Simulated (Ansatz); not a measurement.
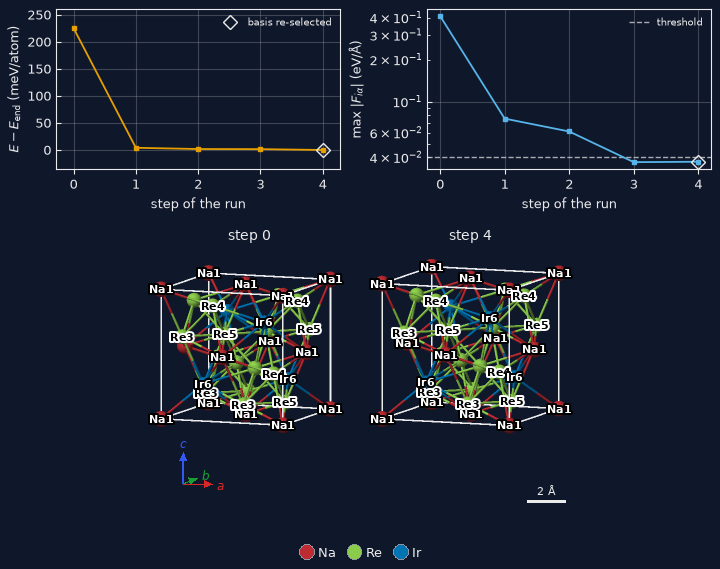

First and last geometry of a relaxation of a crystal of NaRe4Ir (built on the MgInCu4 type) (coarse preliminary run), with the history of the run. Style: ball-and-stick. Shown: the conventional cell (4 times the calculation's cell), slightly off an axis. Lengths and directions refer to the drawn axes.

Case: MgInCu4 type (F-43m, No. 216).

The calculation used Ansatz 0.2.0, DFT PBE, scalar-relativistic, plane waves, PAW. Set-up: plane-wave cutoff 420 eV; k-point mesh 4 × 4 × 4; occupations gaussian; smearing width 0.1 eV; no spin polarisation; cell and atoms relaxed; force threshold 0.04 eV/Å; at most 70 steps.

Question: Did the run converge, and what did it change?

Answer: It converged. The energy falls by 225 meV per atom in 3 accepted moves (4 points after the start). Largest force component: 0.41 eV/Å at the start, 0.037 eV/Å at the end. Pressure: 40.31 GPa at the start and 0.05 GPa at the end. At 1 point the geometry stayed and the basis and grid were re-selected for the new cell (energy shift of 1.6 meV per atom at most each time). The largest moves relative to the cell, 0.013 Å, are those of Re atoms. Ir and Na stay in place. The drawn cell changes as follows: a = b = c 7.019 → 7.328 Å (+4.4 %); the volume changes by +13.8 %. Some distances before and after: Ir–Na 3.040 → 3.173 Å, Re–Re 2.482 → 2.612 Å, Ir–Re 2.910 → 3.040 Å, Na–Re 2.910 → 3.036 Å. The space group stays F-43m (No. 216). The run took 20 s on 1 thread of Arm Neoverse V2 (shared host), peak memory 0.35 GiB.

| step | E − E(0), meV/atom | largest force component, eV/Å | pressure, GPa | volume, Å³/atom | note |
| --- | --- | --- | --- | --- | --- |
| 0 | 0.00 | 0.4103 | 40.31 | 14.411 |  |
| 1 | -221.04 | 0.0756 | -3.12 | 16.623 |  |
| 2 | -223.34 | 0.0611 | -0.69 | 16.446 |  |
| 3 | -223.54 | 0.0368 | 0.03 | 16.395 |  |
| 4 | -225.11 | 0.0371 | 0.05 | 16.395 | same geometry, new basis |
